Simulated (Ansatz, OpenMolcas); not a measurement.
**How methods differ on C2H6Si (SMILES C[Si]C)**

The species is C2H6Si (9 atoms), meant as a singlet with charge 0. SMILES: `C[Si]C`. Geometry: relaxed at PBE0-D4/def2-TZVP.

Quantity: the vertical ionisation energy (to the doublet cation), in eV. The values are calculated.

```tsv
level	kind	program	value (eV)
HF/6-311+G**	Hartree–Fock	OpenMolcas	7.22
SVWN5/6-311+G**	LDA	Ansatz	8.18
PBE/6-311+G**	GGA	Ansatz	8.02
M06-L/6-311+G**	meta-GGA	OpenMolcas	8.05
PBE0/6-311+G**	global hybrid	OpenMolcas	8.08
r2SCAN0/6-311+G**	hybrid meta-GGA	Ansatz	8.04
wB97M-V/6-311+G**	range-separated hybrid	Ansatz	8.23
B2PLYP/6-311+G**	double hybrid	Ansatz	8.07
RPA@PBE0/6-311+G**	RPA	Ansatz	8.14
MP2/6-311+G**	perturbation theory	Ansatz	7.95
```

The values span 7.22 to 8.23 eV.

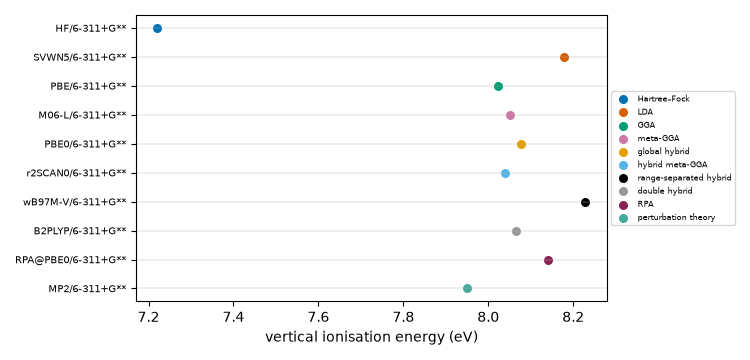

The values of the table, level by level.
